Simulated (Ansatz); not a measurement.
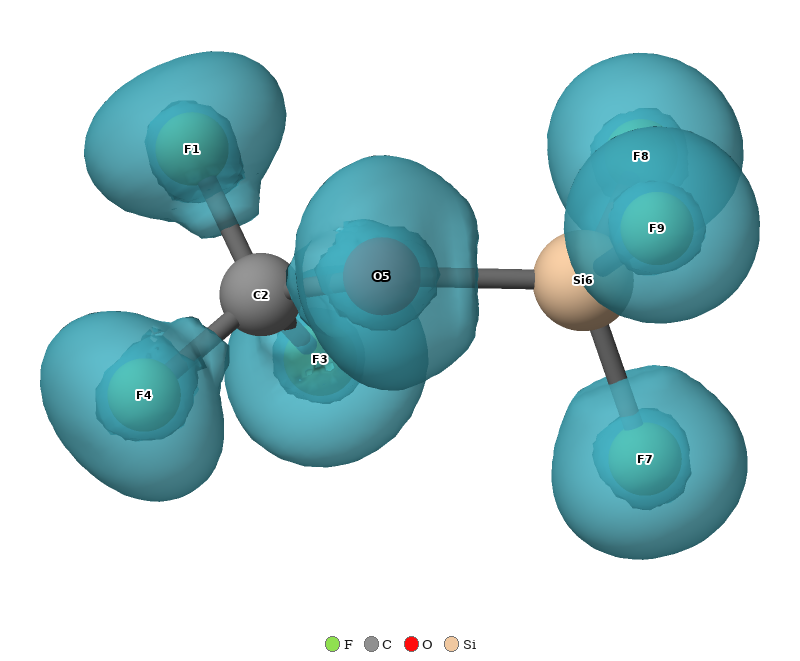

Figure 1: CF6OSi (SMILES FC(F)(F)O[Si](F)(F)F). Isosurface of the ELF at 0.75 (cyan), seen at a tilt. Only the valence region is drawn (cores and ρ < 0.01 e/Å³ removed).

Geometry: PBE0-D4/def2-TZVP.

These are results of RKS PBE0-D4/def2-TZVPP in Ansatz, not measurements.

```tsv
atom	x (Å)	y (Å)	z (Å)
F	0.9989	-1.7278	-1.0853
C	0.7787	-0.4214	-1.0364
F	-0.3370	-0.1652	-1.7292
F	1.7867	0.1957	-1.6288
O	0.6733	-0.0056	0.2376
Si	-0.6480	0.4159	1.0860
F	-1.2659	1.7460	0.5479
F	-1.7342	-0.7065	1.0370
F	-0.1640	0.6226	2.5541
```

What do the ELF domains correspond to?

Answer. The surface consists of three regions on F in which the atom's valence shell and bonds are merged, one region on O in which the atom's valence shell and bonds are merged and three regions wrapped around F (its lone pairs, merged into a ring or cap). Along the contacts the grid gives the following. C–F (1.32 Å): the ELF peaks at about 0.85 between the atoms; a shared but strongly polarised pair. C–O (1.34 Å): the ELF peaks at about 0.90 between the atoms: a shared but strongly polarised pair.
